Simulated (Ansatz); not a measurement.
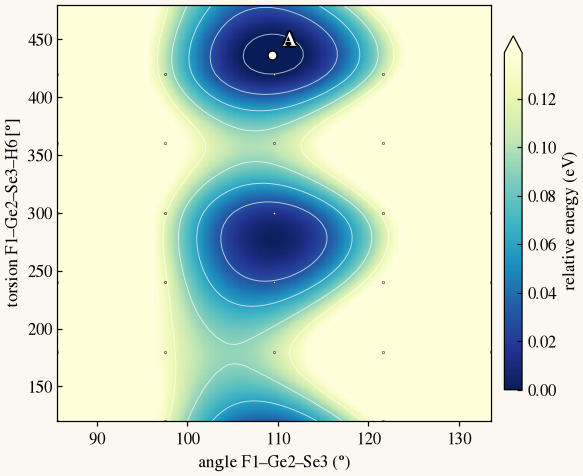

FGeH3Se, SMILES [F][GeH2][SeH]. Two internal coordinates are moved rigidly from the geometry relaxed at PBE0-D4/def2-TZVP, all others fixed. First axis: angle F1–Ge2–Se3. Second axis: torsion F1–Ge2–Se3–H6. Grid: 5 × 6 points. Energies: eV, counted from the lowest grid point. Method: RKS PBE0-D4/def2-TZVPP in Ansatz 0.2.0.

Drawn: a smooth colour map with a few white contour lines, dots at the grid points, one colour for all values above the top of the scale, the well A. Between grid points the surface is interpolated.

Where is the minimum, and how stiff is the well along each coordinate? Take the well at A.

The interpolated minimum is at angle F1–Ge2–Se3 ≈ 109.4°, torsion F1–Ge2–Se3–H6 ≈ 437°. The curvatures there are about 4.8 eV/rad² and 0.21 eV/rad², with a cross term of about −0.04 eV/rad². Round the minimum the two coordinates are nearly uncoupled.
